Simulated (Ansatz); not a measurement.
System: Li3GaC.

Input file:

```
crystal:
  lattice:
    - [4.0976966637, 0.0, 0.0]
    - [0.0, 4.0976966637, 0.0]
    - [0.0, 0.0, 4.0976966637]
  atoms:
    - { symbol: Li, position: [0.5, 0.0, 0.0] }
    - { symbol: Li, position: [0.0, 0.5, 0.0] }
    - { symbol: Li, position: [0.0, 0.0, 0.5] }
    - { symbol: Ga, position: [0.5, 0.5, 0.5] }
    - { symbol: C, position: [0.0, 0.0, 0.0] }
basis:
  ecutwfc: 420
kpoints:
  mp_grid: { grid: [10, 10, 10] }
hamiltonian:
  xc: pbe
scf:
  occupations: { method: gaussian, width: 0.1 }
output:
  forces: true
  stress: true
  eigenvalues: true
  write_density: true
  write_potential: true
  elf: true
  volumetric_format: npy
relax:
  adjacent_minimum: "off"
  f_tol: 0.01
  max_steps: 80
  cell: { stress_tol: 0.05 }
```

Run with:

```sh
ansatz run input.yaml --threads 1 --pin off --max-ram 2560MiB --backend cpu --events-out ev --progress --plain --runs-dir out
```

Below, planes, directions and counts refer to the conventional cell (a = 4.09 Å, b = 4.09 Å, c = 4.09 Å, α = 90.00°, β = 90.00°, γ = 90.00°).

The fields are those of the run's last geometry, not of the input's.

Space group Pm-3m; a structure generated by program, which may or may not match a known phase.

Computed with DFT PBE, scalar-relativistic, plane waves, PAW (Ansatz 0.2.0).

Question: What will maps of the valence pseudo-density and electron localisation function show?

Answer: Li–C (2.05 Å): ρ is about 0.34 e/Å³ halfway; the ELF peaks at about 0.85 in the valence shell of C, 0.8 Å from its nucleus, and is about 0.65 at the midpoint.
Li–Ga (2.89 Å): ρ is about 0.11 e/Å³ halfway; the ELF is about 0.40 at the midpoint.

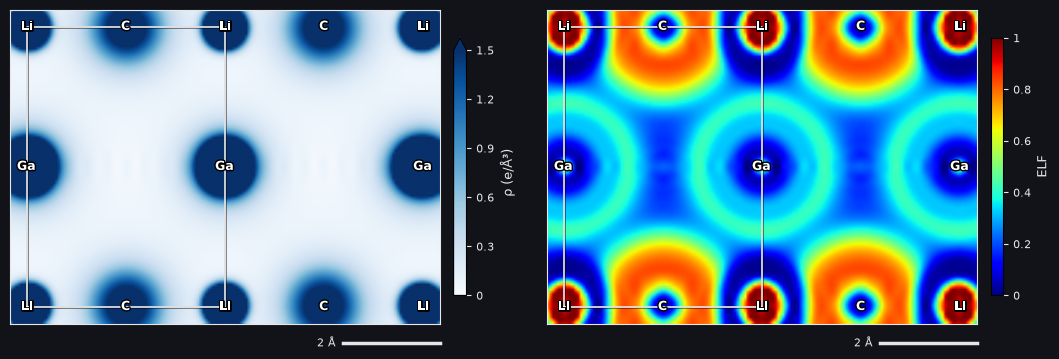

Computed valence pseudo-density and electron localisation function on the (011) plane of the conventional cell, in this order. 

In a PAW calculation such maps are meaningful between the atoms, not at the nuclei.
